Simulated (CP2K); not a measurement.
**Convergence study of the cutoff of the density grid for Sr (Fm-3m, 1 atom in the cell)**

```yaml
crystal:
  lattice:
    - [4.28631, 0.00000, 0.00000]
    - [2.14316, 3.71205, 0.00000]
    - [2.14316, 1.23735, 3.49976]
  atoms:
    - { symbol: Sr, position: [0.00000, 0.00000, 0.00000] }
```

Method of the run: PBE, GPW, DZVP-MOLOPT-SR-GTH basis, GTH-PBE potentials (GTH_POTENTIALS) (CP2K 2026.2).

Base settings: CUTOFF = 500 Ry; REL_CUTOFF = 50 Ry; SMEAR/METHOD = FERMI_DIRAC; ELECTRONIC_TEMPERATURE = 1160.45 K; KPOINTS/SCHEME = MONKHORST-PACK 3 3 3; XC_FUNCTIONAL = PBE; Sr/BASIS_SET = DZVP-MOLOPT-SR-GTH-q10; Sr/POTENTIAL = GTH-PBE-q10; METHOD = GPW; EPS_DEFAULT = 1e-11.

The second cell is the first with its lattice scaled by 0.98.

The mesh stays at the base's, so the ladder's end is converged at best in this setting alone.

Only quantities that move along the ladder and can be compared are tabulated; the gap is left out on so coarse a mesh.

The starting cell has typed, rounded lattice constants, without a prior relaxation at this level. Its lattice was rescaled by up to half a per cent. Values carry the incompleteness of an atom-centred basis.

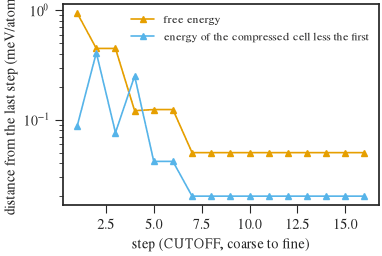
Figure. Distance from the last step along the ladder; very small values are drawn at a floor.

```tsv
CUTOFF	free energy less the last step's (meV/atom)	energy of the compressed cell less the first (meV/atom)
180 Ry	-0.95	22.15
200 Ry	-0.45	21.65
220 Ry	-0.45	22.14
250 Ry	-0.12	21.81
280 Ry	-0.12	22.10
300 Ry	-0.12	22.10
350 Ry	-0.01	22.06
400 Ry	-0.01	22.06
450 Ry	-0.02	22.06
500 Ry	-0.02	22.06
550 Ry	-0.01	22.06
600 Ry	-0.01	22.06
680 Ry	0.00	22.06
750 Ry	0.00	22.06
880 Ry	-0.01	22.06
1000 Ry	0.00	22.06
1200 Ry	0.00	22.06
```

Coarsest CUTOFF that holds the energy of the compressed cell less the first within 0.2 meV/atom of the last step, with all finer ones: 280 Ry; the step before is off by 0.25 meV/atom.

Coarsest CUTOFF that holds the free energy within 0.5 meV/atom of the last step, with all finer ones: 200 Ry; the step before is off by 0.95 meV/atom.
